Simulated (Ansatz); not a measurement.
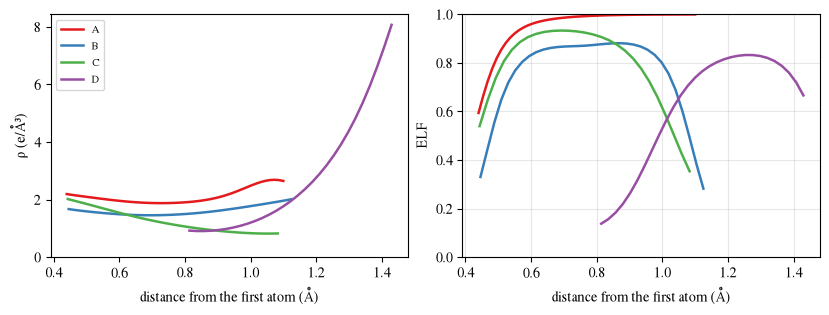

*CHClFGe (SMILES [F]/[Ge]=[CH]\Cl) (doublet). Total electron density and ELF along straight lines between neighbouring atoms. The curves leave out the atomic cores.*

Geometry: PBE0-D3(BJ)/def2-SVP.

These are results of isolated molecule in a Gaussian basis; Kohn-Sham density functional theory, functional PBE0 (Ansatz 0.2.0), not measurements.

The calculation's input:

```
crystal:
  periodic: [false, false, false]
  atoms:
    - {symbol: C, position_ang: [-1.125826, 0.736627, 2.492797]}
    - {symbol: Cl, position_ang: [-1.062198, -0.914112, 2.886279]}
    - {symbol: F, position_ang: [-2.595181, -0.071416, 0.296495]}
    - {symbol: Ge, position_ang: [-2.036821, 1.479131, 0.912889]}
    - {symbol: H, position_ang: [-0.595626, 1.361480, 3.226335]}
basis:
  gaussian:
    orbitals: def2-TZVPD
output: {forces: true, orbitals: {seedname: orbitals}}
magnetization:
  spin_polarized: true
  initial_magnetization: 1
hamiltonian:
  xc: pbe0
```

Launched as:

```sh
ansatz run input.yaml --threads 1 --pin off --max-ram 2610MiB --events-out events.jsonl --progress --plain --runs-dir runs
```

Question: Which curve belongs to which contact (C–Cl, C–Ge, C–H and Ge–F)? The first atom named is at distance zero.

Answer: Curve A: C–H (1.10 Å): ρ is about 2 e/Å³ halfway; the ELF climbs to about 1 towards the hydrogen, as it does in any bond to H (an ordinary covalent bond to hydrogen). Curve B: C–Cl (1.70 Å): ρ at the midpoint is about 1.5 e/Å³; the ELF peaks at about 0.90 between the atoms, as expected for a covalent bond. Curve C: C–Ge (1.97 Å): the density is about 0.84 e/Å³ at the midpoint; the ELF peaks at about 0.95 in the valence shell of C, 0.7 Å from its nucleus, and is about 0.65 at the midpoint. Curve D: Ge–F (1.76 Å): ρ at the midpoint is about 0.92 e/Å³; the ELF peaks at about 0.85 in the valence shell of F, 0.5 Å from its nucleus, and is about 0.20 at the midpoint.
